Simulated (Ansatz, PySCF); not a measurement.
CH3NO (SMILES NC=O) and H2Se (SMILES [SeH2]) are pulled apart as rigid monomers along the line of their centres of mass, from the B3LYP-D3(BJ)/def2-TZVP minimum. Starting geometry (charge 0, multiplicity 1):
```csv
atom,x (Å),y (Å),z (Å)
N,-1.0944,-0.4170,0.1949
C,0.1748,-0.3141,-0.2577
O,1.1568,-0.1900,0.4447
H,-1.2677,-0.3853,1.1908
H,-1.8645,-0.5103,-0.4431
H,0.2406,-0.3562,-1.3601
Se,0.1270,0.0014,3.5432
H,-0.2982,-0.7062,4.7641
H,0.9117,-1.1463,3.0768
```

Interaction energies with rigid monomers; basis-set methods are counterpoise corrected unless marked otherwise.

Rows in 6-31G* carry no dispersion term and start afresh at each structure (6-31G* with six Cartesian d functions); the Pople sets are all-electron and without relativity. MP2/6-31G* freezes PySCF's default core, which leaves 3d correlated.

Codes used: Ansatz (a program for electronic structure); PySCF for 6-31G* rows, the dispersion terms. Values without a source in brackets are computed.

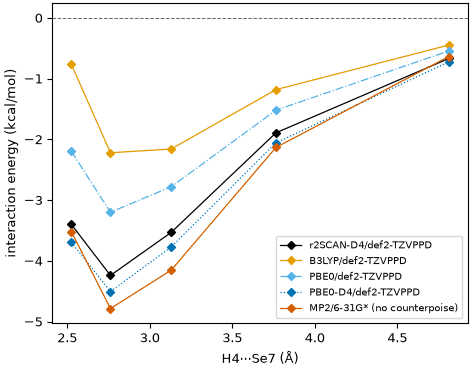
Interaction energy against separation

**Question.** Which level binds most strongly at H4···Se7 = 2.76, and by how much?

**Answer.** MP2/6-31G* (no counterpoise), -4.8 kcal/mol.
